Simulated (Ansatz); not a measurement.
Take CdSe in the zinc blende structure (space group F-43m, No. 216; a = 6.196 Å) as the base.

Perturbation: hydrostatic tension (pressure −1 GPa).

Calculations: DFT with PBE, PAW potentials and a 420 eV plane-wave cutoff in Ansatz (a quantum-chemistry and plane-wave program), spin-orbit coupling left out.

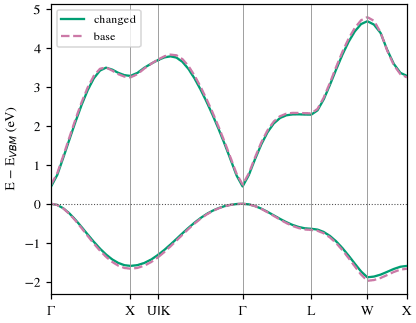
*Highest valence and lowest conduction band along the path, each from its own valence-band maximum*

The gap is 0.45 eV, direct at Γ; the base has 0.49 eV.

Load acts through the strain it causes; cell and atoms are relaxed under it. Whether these cells are dynamically stable was not tested.
